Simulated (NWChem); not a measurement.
# One shape, several levels: SnH3F (SnFH3)

Aim: a comparison of 6 runs (HF/3-21G, HF/def2-SVP, M06-2X/STO-3G, PBE/def2-SVP, SVWN5/def2-TZVP, MP2/def2-SVPD) of SnH3F (SnFH3). 

The results are computed with NWChem 7.3.0.

### Step 1. Starting point

SnH3F has 5 atoms, charge 0, and is taken as a singlet. SMILES: `[H][Sn]([H])([H])[F]`. The shape comes from GFN2-xTB, which is rough for such elements, and wasn't checked as a minimum.

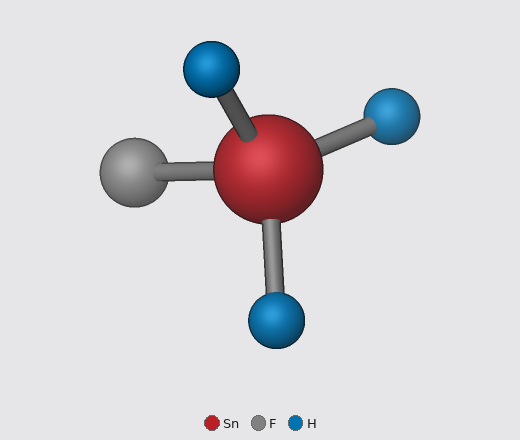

The structure, seen from a chosen angle (tin red, fluorine grey, hydrogen blue).

### Step 2. Energy and gradient at HF/3-21G (run 1)

File nw.nw:

```
start nw
memory stack 880 mb heap 220 mb global 1100 mb

geometry units au noautosym nocenter noautoz
Sn -0.00489439  0.00457314 -0.31545198
F   0.02218538 -0.03641502  3.32089131
H   3.05990123  0.02073030 -1.01701281
H  -1.54532354  2.66160366 -0.96844684
H  -1.53186869 -2.65049207 -1.01997968
end

basis spherical bse
Sn library 3-21G
F library 3-21G
H library 3-21G
end

scf
thresh 1e-08
maxiter 80
print medium
end

task scf gradient
```

Command:

```bash
$ nwchem nw.nw > nw.out
```

What it wrote:

```text
[...]
  functions       =    46
[...]
  wavefunction    = RHF
[...]
         Total SCF energy =  -6096.913564023469
      One-electron energy =  -8767.106402730622
      Two-electron energy =   2493.058467692387
 Nuclear repulsion energy =    177.134371014767
        Time for solution =      3.0s
[...]
                         RHF ENERGY GRADIENTS
    atom               coordinates                        gradient
                 x          y          z           x          y          z
   1 Sn     -0.004894   0.004573  -0.315452   -0.001004   0.001021  -0.043660
   2 F       0.022185  -0.036415   3.320891    0.000236  -0.000202   0.009829
   3 H       3.059901   0.020730  -1.017013   -0.019902  -0.000170   0.011399
   4 H      -1.545324   2.661604  -0.968447    0.010526  -0.018006   0.011048
   5 H      -1.531869  -2.650492  -1.019980    0.010143   0.017357   0.011383
[...]
```

Wall time 4.8 s (1 thread of Intel Xeon Platinum 8375C at 2.90GHz (Ice Lake), shared host); peak memory 0.1 GiB.

### Step 3. Energy and forces at HF/def2-SVP (core potential) (run 2)

File run.nw:

```
START run
memory total 2200 mb

GEOMETRY noautosym nocenter noautoz
   Sn    -0.002590     0.002420    -0.166930
   F      0.011740    -0.019270     1.757340
   H      1.619230     0.010970    -0.538180
   H     -0.817750     1.408460    -0.512480
   H     -0.810630    -1.402580    -0.539750
END

BASIS "ao basis" spherical bse
   Sn library def2-SVP
   F library def2-SVP
   H library def2-SVP
END

ECP bse
   Sn library def2-SVP
END

SCF
   thresh 1e-08
   maxiter 80
   noprint "final vectors analysis"
END

TASK scf gradient
```

Command:

```bash
$ nwchem run.nw > run.out
```

What it wrote:

```text
[...]
  functions       =    55
[...]
  wavefunction    = RHF
[...]
         Total SCF energy =   -314.442345027196
      One-electron energy =   -679.264649900922
      Two-electron energy =    283.714111593140
 Nuclear repulsion energy =     81.108193280587
        Time for solution =      6.9s
[...]
                         RHF ENERGY GRADIENTS
    atom               coordinates                        gradient
                 x          y          z           x          y          z
   1 Sn     -0.004894   0.004573  -0.315452   -0.000781   0.000656  -0.012432
   2 F       0.022185  -0.036415   3.320891    0.000106  -0.000022  -0.005545
   3 H       3.059901   0.020730  -1.017013   -0.010806  -0.000086   0.006068
   4 H      -1.545323   2.661603  -0.968447    0.005905  -0.010033   0.005863
   5 H      -1.531869  -2.650492  -1.019980    0.005575   0.009484   0.006046
[...]
```

Run time: 9.3 s. Hardware: 1 thread of Intel Xeon Platinum 8375C at 2.90GHz (Ice Lake), shared host; peak memory 0.1 GiB.

Runs 3 to 5 aren't shown in full; the table further down has their settings and results.

### Step 4. Energy and gradient at MP2/def2-SVPD (core potential) (run 6)

File test.xyz:

```xyz
5
FH3Sn
Sn    -0.002590     0.002420    -0.166930
F      0.011740    -0.019270     1.757340
H      1.619230     0.010970    -0.538180
H     -0.817750     1.408460    -0.512480
H     -0.810630    -1.402580    -0.539750
```

File test.nw:

```
start test
title "FH3Sn"
memory stack 880 mb heap 220 mb global 1100 mb

geometry units angstroms noautosym nocenter noautoz
load format xyz test.xyz
end

basis spherical bse
* library def2-SVPD
end

ecp bse
Sn library def2-SVPD
end

scf
nopen 0
rhf
thresh 1e-08
maxiter 80
end

mp2
freeze core 5
tight
end

task mp2 gradient
```

Command:

```bash
$ nwchem test.nw > test.out
```

What it wrote:

```text
[...]
  functions       =    79
[...]
  wavefunction    = RHF
[...]
         Total SCF energy =   -314.454720750625
      One-electron energy =   -679.071408583070
      Two-electron energy =    283.508494551859
 Nuclear repulsion energy =     81.108193280587
        Time for solution =     13.8s
[...]
          Total MP2 energy          -314.786228614120
[...]
                         mp2 ENERGY GRADIENTS
    atom               coordinates                        gradient
                 x          y          z           x          y          z
   1 Sn     -0.004894   0.004573  -0.315452   -0.000576   0.000390   0.008221
   2 F       0.022185  -0.036415   3.320891   -0.000047   0.000191  -0.023384
   3 H       3.059901   0.020730  -1.017013   -0.009229  -0.000072   0.005113
   4 H      -1.545323   2.661603  -0.968447    0.005080  -0.008627   0.004951
   5 H      -1.531869  -2.650492  -1.019980    0.004773   0.008117   0.005098
[...]
```

Wall time 36 s (1 thread of Intel Xeon Platinum 8375C at 2.90GHz (Ice Lake), shared host); peak memory 0.22 GiB.

### Step 5. The series

```csv
run,level,core potential,iteration cap,energy (Eh),dipole moment (D),HOMO energy (eV),LUMO energy (eV),wall time
1,HF/3-21G,–,80,-6096.913564,3.33,-12.59,2.67,4.8 s
2,HF/def2-SVP (core potential),def2-SVP,80,-314.442345,3.44,–,–,9.3 s
3,M06-2X/STO-3G,–,100,-6065.698187,1.47,–,–,12 s
4,PBE/def2-SVP (core potential),def2-SVP,100,-315.739543,2.67,-7.47,-1.31,20 s
5,SVWN5/def2-TZVP (core potential),def2-TZVP,100,-314.995548,2.84,-7.97,-1.84,37 s
6,MP2/def2-SVPD (core potential),def2-SVPD,80,-314.786229,3.12,-12.83,1.76,36 s
```

### Step 6. Summary of results

```
                                                      quantity          value
                                           run 6: total energy  -314.78623 Eh
run 6: dipole moment (of the density that the program reports)         3.12 D
                    run 6: HOMO energy (Hartree–Fock orbitals)      -12.83 eV
                    run 6: LUMO energy (Hartree–Fock orbitals)        1.76 eV
                  run 6: HOMO–LUMO gap (Hartree–Fock orbitals)       14.59 eV
            run 6: correlation energy (5 core orbitals frozen)     -331.5 mEh
                               run 6: largest force on an atom     1.202 eV/Å
```

What this shows: The dipole moment (its size) runs from 1.47 D (M06-2X/STO-3G) to 3.44 D (HF/def2-SVP). The two ends differ in method and basis and core potential. Over runs 1, 4, 5 the HOMO–LUMO gap runs from 6.13 eV (SVWN5/def2-TZVP) to 15.27 eV (HF/3-21G). Totals of different functionals can't be ranked against each other. Some runs of one species differ in core potentials or relativity; totals across that change don't compare. In run 3 the basis is minimal, so the values are rough. In runs 1, 3 relativity is left out where basis or elements ask for it. All runs together took 2 min, the longest 37 s.
